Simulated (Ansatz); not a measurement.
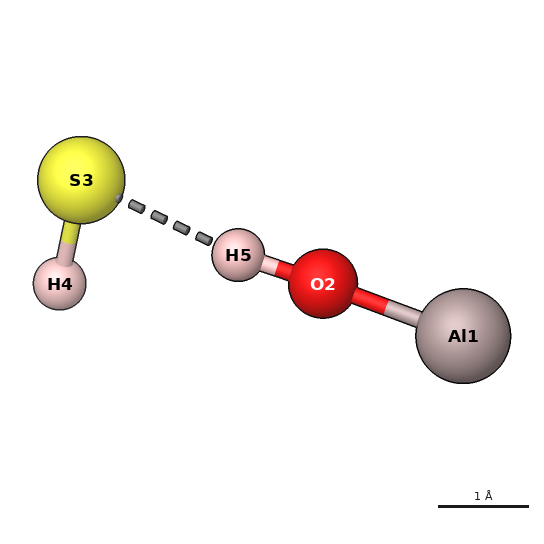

Broken lines mark hydrogen bonds. Charge 0, doublet. The computed structure is the end point of a PBE-D4/def2-SVP optimisation. No frequency run is at hand to confirm it as a minimum.

Give donor, acceptor, H···A distance and D–H···A angle of each hydrogen bond.

```tsv
D–H···A	D–H (Å)	H···A (Å)	angle (°)	kind
O2–H5···S3	0.99	2.10	157	intermolecular
```
